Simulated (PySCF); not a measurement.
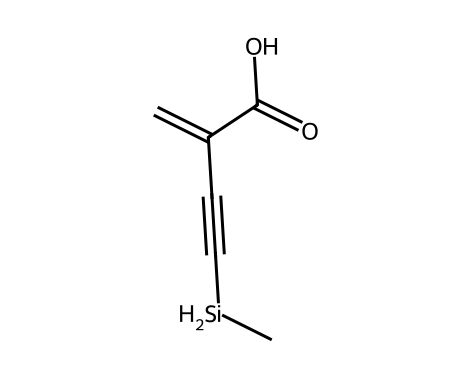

The computed structure is the end point of a GFN2-xTB optimisation. No frequency run is at hand to confirm it as a minimum. Properties computed with PBE0/pcSseg-1, gas phase (PySCF 2.14.0).

**Give the HOMO–LUMO gap at this level.**

5.39 eV.

**Estimate the HOMO energy (Kohn–Sham orbital).**

−7.37 eV.

**Estimate the dipole moment.**

1.40 D.

The geometry is semi-empirical. Around Si such bond lengths and angles can be off by a tenth of an ångström or more and by several degrees, and values that hang on the shape move with them.
